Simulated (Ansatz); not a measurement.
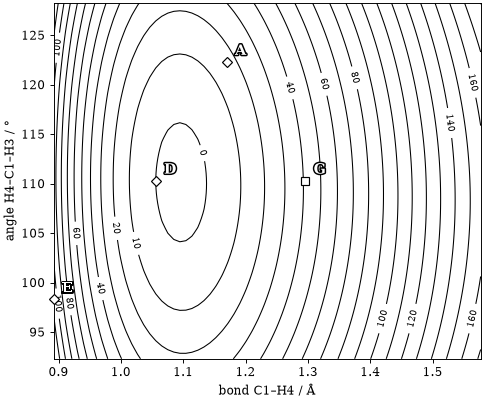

CH3Cl, SMILES CCl. Two internal coordinates are moved rigidly from the geometry relaxed at PBE0-D4/def2-TZVP, all others fixed. Coordinates scanned: (1) bond C1–H4; (2) angle H4–C1–H3. Grid: 7 × 7 points. Energies are in kJ/mol, from the lowest grid point. Theory: Ansatz 0.2.0, RKS PBE-D4/def2-TZVPP.

In the figure: contour lines labelled in kJ/mol, lettered points. Between grid points the surface is interpolated.

Question: Is D the lowest point of the computed grid?

Answer: Yes. D, at bond C1–H4 = 1.056 Å, angle H4–C1–H3 = 110.3°, has the lowest energy of the grid.

Question: What kind of point is each of D, G: minimum, saddle, maximum or slope?

Answer: D: minimum; G: on a slope. (In these two coordinates alone; a stationary point may lie a little off the grid point.)

Question: Rank the lettered points by energy, lowest first.

Answer: D (0 kJ/mol), A (17 kJ/mol), G (41 kJ/mol), E (107 kJ/mol).
